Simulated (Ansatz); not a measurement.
# The potential step between two gates: alpha-Ga2S3 ferroelectric layer bilayer, AB

Two oppositely charged gates put a neutral stack in a displacement field D. The voltage between them is D/ε₀ times an electrical distance, shorter than the real one because the stack screens.

**Method.** Ansatz 0.2.0, plane waves with PAW datasets (its set soft_2), PBE-D3(BJ); isolated slab, charged sheets 6 Å from the outer atoms behind model barriers, atoms held. Voltages count from the uncharged case.

```
  run  D/ε₀ (V/nm)  step in an electron's potential, upper less lower gate (eV)
run 1        0.000                                                        0.000
run 2        0.543                                                        0.622
run 3        1.086                                                        1.233
run 4        2.171                                                        2.420
run 5        4.343                                                            ?
```

Q: Estimate the withheld value from the rows shown.

A least-squares line through the 4 rows shown has slope 1.1132 and intercept 0.0112; no row lies more than 0.013 eV off it. The size of the slope, 1.113 nm, is the electrical distance; the sheets are 2.695 nm apart, and screening reaches beyond the outer atoms. At 4.343 it gives 1.1132 × 4.343 + 0.0112 = 4.846 eV, beyond the rows fitted. Rounding and scatter of the rows alone allow about ±0.040 eV there.

The run itself gives 4.716 eV: a miss of −0.130 eV, or 2.8 % of the value. Screening changes with the field.

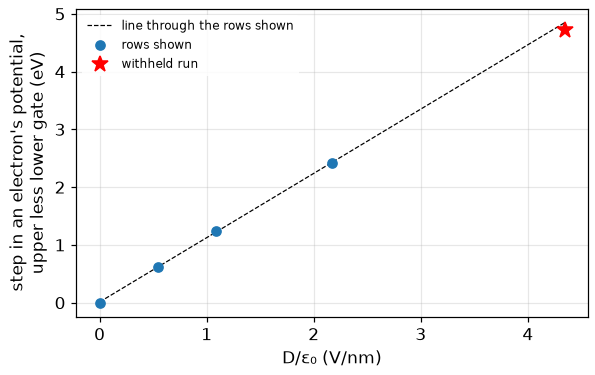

The fit and the withheld run.

Caveats: The gates are model sheets, not atoms.

[Logs are printed without paths, hosts, clocks, repeated set-up lines and the standing remarks that a program may print on its own settings, such as how far it seeks lower states.]
